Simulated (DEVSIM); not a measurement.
Device: Ti/SiO2/n-Si capacitor, at 300 K.

```
layer (left to right)  material  thickness (nm)  Nd (cm⁻³)
---------------------  --------  --------------  ---------
1                          SiO2            5.20          -
2                            Si            4400     1.7e16
```

Metal gate on the left, work function 4.33 eV. Fixed charge at the semiconductor interface -3e10 cm⁻² (in units of +e); no interface traps.

This is a model device: material constants are rounded textbook-type values typed into the input, and sizes, dopings and lifetimes were drawn at random. Values at 300 K.

| parameter | SiO2 | Si |
|---|---|---|
| gap (eV) | 9 | 1.124 |
| affinity (eV) | 0.9 | 4.05 |
| permittivity | 3.9 | 11.7 |
| Nc (cm⁻³) | - | 2.86e19 |
| Nv (cm⁻³) | - | 3.1e19 |

Model (solved in DEVSIM): 1D Poisson equation in equilibrium, Boltzmann statistics, complete ionisation; no quantum confinement or tunnelling. Metal contacts follow the ideal Schottky-Mott rule: no Fermi-level pinning, no interface dipoles.

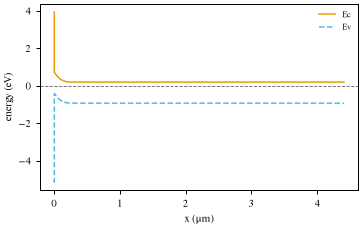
Figure. Band edges at -0.5 V on the gate

Energies count from the Fermi level of the right contact; mesh points crowd at the junctions.

```json
[
 {"x (μm)": "0.000", "Ec (eV)": "3.930", "Ev (eV)": "-5.070", "n (cm⁻³)": "< 1e2", "p (cm⁻³)": "< 1e2", "field (V/cm)": "-140000"},
 {"x (μm)": "0.001135", "Ec (eV)": "3.914", "Ev (eV)": "-5.086", "n (cm⁻³)": "< 1e2", "p (cm⁻³)": "< 1e2", "field (V/cm)": "-140000"},
 {"x (μm)": "0.002772", "Ec (eV)": "3.892", "Ev (eV)": "-5.108", "n (cm⁻³)": "< 1e2", "p (cm⁻³)": "< 1e2", "field (V/cm)": "-140000"},
 {"x (μm)": "0.004407", "Ec (eV)": "3.869", "Ev (eV)": "-5.131", "n (cm⁻³)": "< 1e2", "p (cm⁻³)": "< 1e2", "field (V/cm)": "-140000"},
 {"x (μm)": "0.005842", "Ec (eV)": "0.705", "Ev (eV)": "-0.419", "n (cm⁻³)": "4.1e7", "p (cm⁻³)": "2.8e12", "field (V/cm)": "-51000"},
 {"x (μm)": "0.007970", "Ec (eV)": "0.694", "Ev (eV)": "-0.430", "n (cm⁻³)": "6.3e7", "p (cm⁻³)": "1.9e12", "field (V/cm)": "-50000"},
 {"x (μm)": "0.01261", "Ec (eV)": "0.671", "Ev (eV)": "-0.453", "n (cm⁻³)": "1.5e8", "p (cm⁻³)": "7.7e11", "field (V/cm)": "-49000"},
 {"x (μm)": "0.02853", "Ec (eV)": "0.597", "Ev (eV)": "-0.527", "n (cm⁻³)": "2.7e9", "p (cm⁻³)": "4.3e10", "field (V/cm)": "-45000"},
 {"x (μm)": "0.05744", "Ec (eV)": "0.479", "Ev (eV)": "-0.645", "n (cm⁻³)": "2.6e11", "p (cm⁻³)": "4.5e8", "field (V/cm)": "-37000"},
 {"x (μm)": "0.1205", "Ec (eV)": "0.297", "Ev (eV)": "-0.827", "n (cm⁻³)": "2.9e14", "p (cm⁻³)": "400000", "field (V/cm)": "-21000"},
 {"x (μm)": "0.2666", "Ec (eV)": "0.194", "Ev (eV)": "-0.930", "n (cm⁻³)": "1.6e16", "p (cm⁻³)": "7400", "field (V/cm)": "-610"},
 {"x (μm)": "0.7545", "Ec (eV)": "0.192", "Ev (eV)": "-0.932", "n (cm⁻³)": "1.7e16", "p (cm⁻³)": "6800", "field (V/cm)": "≈ 0"},
 {"x (μm)": "1.640", "Ec (eV)": "0.192", "Ev (eV)": "-0.932", "n (cm⁻³)": "1.7e16", "p (cm⁻³)": "6800", "field (V/cm)": "≈ 0"},
 {"x (μm)": "3.037", "Ec (eV)": "0.192", "Ev (eV)": "-0.932", "n (cm⁻³)": "1.7e16", "p (cm⁻³)": "6800", "field (V/cm)": "≈ 0"},
 {"x (μm)": "3.927", "Ec (eV)": "0.192", "Ev (eV)": "-0.932", "n (cm⁻³)": "1.7e16", "p (cm⁻³)": "6800", "field (V/cm)": "≈ 0"},
 {"x (μm)": "4.187", "Ec (eV)": "0.192", "Ev (eV)": "-0.932", "n (cm⁻³)": "1.7e16", "p (cm⁻³)": "6800", "field (V/cm)": "≈ 0"},
 {"x (μm)": "4.306", "Ec (eV)": "0.192", "Ev (eV)": "-0.932", "n (cm⁻³)": "1.7e16", "p (cm⁻³)": "6800", "field (V/cm)": "≈ 0"},
 {"x (μm)": "4.362", "Ec (eV)": "0.192", "Ev (eV)": "-0.932", "n (cm⁻³)": "1.7e16", "p (cm⁻³)": "6800", "field (V/cm)": "≈ 0"},
 {"x (μm)": "4.391", "Ec (eV)": "0.192", "Ev (eV)": "-0.932", "n (cm⁻³)": "1.7e16", "p (cm⁻³)": "6800", "field (V/cm)": "≈ 0"},
 {"x (μm)": "4.399", "Ec (eV)": "0.192", "Ev (eV)": "-0.932", "n (cm⁻³)": "1.7e16", "p (cm⁻³)": "6800", "field (V/cm)": "≈ 0"},
 {"x (μm)": "4.403", "Ec (eV)": "0.192", "Ev (eV)": "-0.932", "n (cm⁻³)": "1.7e16", "p (cm⁻³)": "6800", "field (V/cm)": "≈ 0"},
 {"x (μm)": "4.405", "Ec (eV)": "0.192", "Ev (eV)": "-0.932", "n (cm⁻³)": "1.7e16", "p (cm⁻³)": "6800", "field (V/cm)": "≈ 0"}
]
```
